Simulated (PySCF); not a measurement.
C$_{3}$H$_{8}$ClOSi$_{2}$ (SMILES C[C@H]1C[Si](Cl)O[SiH2]1) (doublet)

Input

```
{"job": {"kind": "epr", "basis": "pcH-1"}, "charge": 0, "multiplicity": 2}
C     -1.674575    -0.661268    -0.534176
C     -0.248097    -0.459675    -0.036354
C      0.644395     0.155114    -1.129575
Si     2.130547     0.980437    -0.232934
Cl     3.679796    -0.275637     0.140367
O      1.403311     1.274437     1.215197
Si    -0.072087     0.636502     1.527024
H     -2.132928     0.292620    -0.788217
H     -2.279223    -1.133598     0.237223
H     -1.693582    -1.294604    -1.420674
H      0.162078    -1.448158     0.205438
H      0.074199     0.910293    -1.673069
H      0.959465    -0.591440    -1.859438
H     -1.009044     1.751485     1.568004
H      0.051331    -0.128518     2.759272
```

Command:

```sh
OMP_NUM_THREADS=1 python probes_run.py task.json out
```

Geometry: GFN2-xTB.

Method: PySCF, UKS B3LYP, pcH-1 on C Cl H O Si, non-relativistic, mean-field spin-orbit, GIAO.

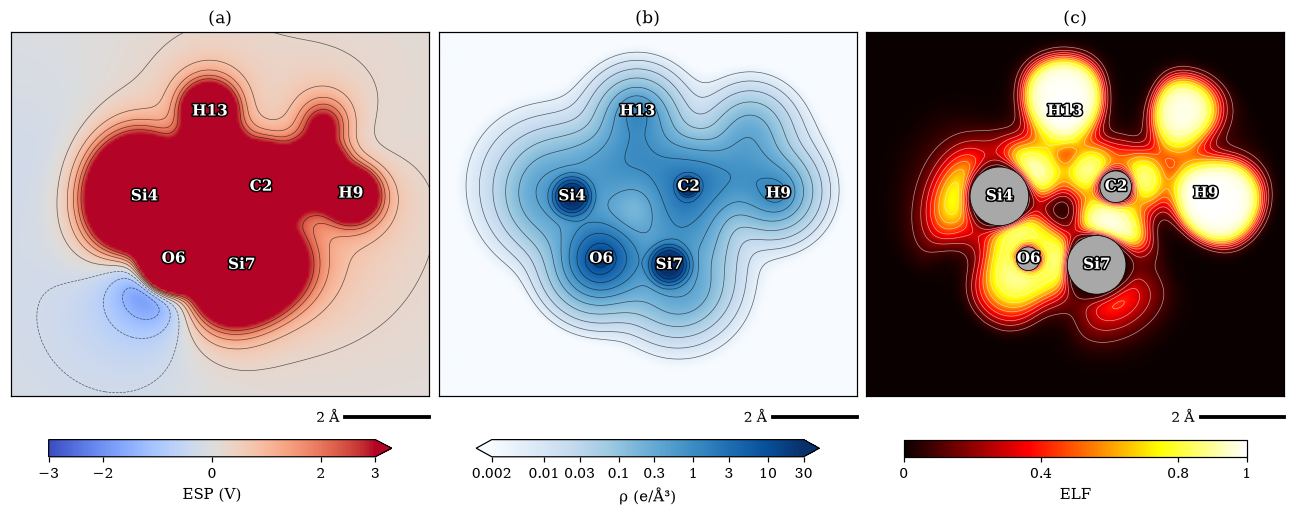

Figure 1. (a) electrostatic potential; (b) total electron density; (c) electron localisation function on the plane of atoms C2, Si7 and O6. Grey discs cover the atomic cores in the ELF map.

**Read the bonding off the picture.**

The plane passes through C, Si, O and H nuclei. Si–O (1.64 Å): ρ at the midpoint is about 1.1 e/Å³; the ELF peaks at about 0.85 between the atoms, as expected for a polar covalent bond. C–Si (1.92 Å): ρ at the midpoint is about 0.93 e/Å³; the ELF peaks at about 0.95 between the atoms: localised, covalent bonding. The ELF also peaks beside O6, away from the bonds: non-bonding electrons, paired or unpaired. Outside the dense part of the molecule the potential is most negative (−1.7 V) near O6.

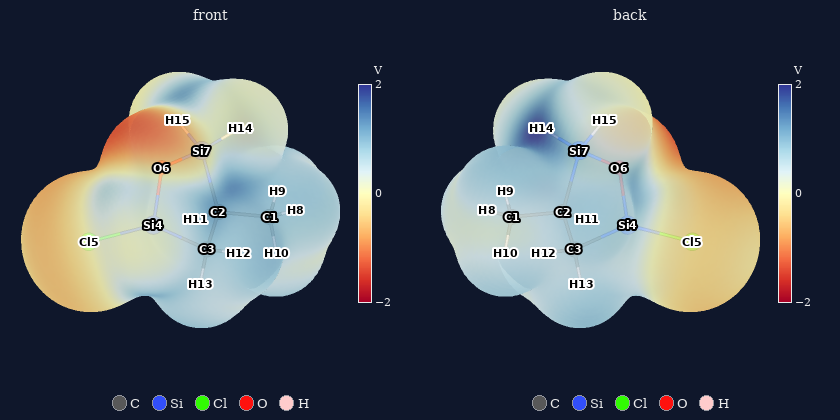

Figure 2. The molecular electrostatic potential painted on the density surface at 0.002 e/bohr³, seen from the front and from behind; the colour scale runs from red (negative) to blue (positive).

**Describe the electrostatic potential map.**

The most negative region (about −1.3 V) lies over O6, the most positive (about +1.8 V) over Si7. O6 is the likeliest acceptor of a hydrogen bond.
